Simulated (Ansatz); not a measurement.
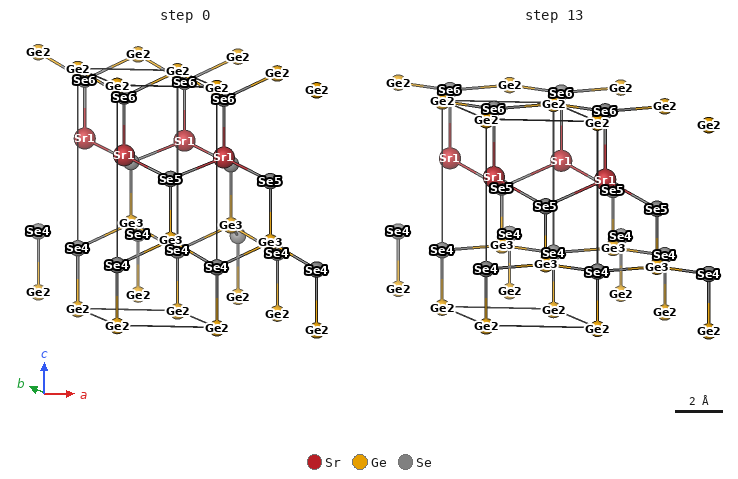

The structure of a crystal of SrGe2Se3 (built on the MnCd2Te3-156 type type) before (left) and after (right) a relaxation, at one scale.

A ball-and-stick model of the cell of the calculation, repeated 2 × 2 × 1 with one cell outlined, seen slightly off an axis.

Computed with Ansatz 0.2.0, DFT, PBEsol, plane waves, PAW. Settings: plane-wave cutoff 420 eV; k-point mesh 6 × 6 × 2; occupations fermi dirac; smearing width 0.03 eV; no spin polarisation; cell and atoms relaxed; force threshold 0.01 eV/Å; at most 120 steps.

### Describe what moved and what it gained.

The atom that moves furthest relative to the cell is Se6 (0.75 Å along +c). Largest moves by element: Se 0.75 Å, Ge 0.57 Å, Sr 0.02 Å. The volume changes by +6.8 %, with a = b 4.295 → 4.791 Å (+11.5 %), c 10.439 → 8.961 Å (−14.2 %). Near-neighbour distances that change, for instance: Sr1–Se6 2.556 → 2.965 Å, Sr1–Se5 2.591 → 2.928 Å, Ge2–Se4 2.646 → 2.490 Å, Ge3–Se5 2.656 → 2.518 Å. Bond angles that change, for instance: Ge2–Se4–Ge3 110.2° → 90.2°, Se4–Ge2–Se6 110.3° → 90.4°, Sr1–Se6–Ge2 110.3° → 90.4°. The space group stays P3m1 (No. 156). The energy falls by 2.432 eV per cell of the calculation in 11 accepted moves (13 points after the start). Largest force component: 2.8 eV/Å at the start, 0.0062 eV/Å at the end. Pressure: 10.94 GPa at the start and 0.01 GPa at the end. The SCF was repeated twice at an unchanged geometry on a basis and grid sized afresh for the cell, which shifted the energy by 9.1 meV per cell of the calculation at most.
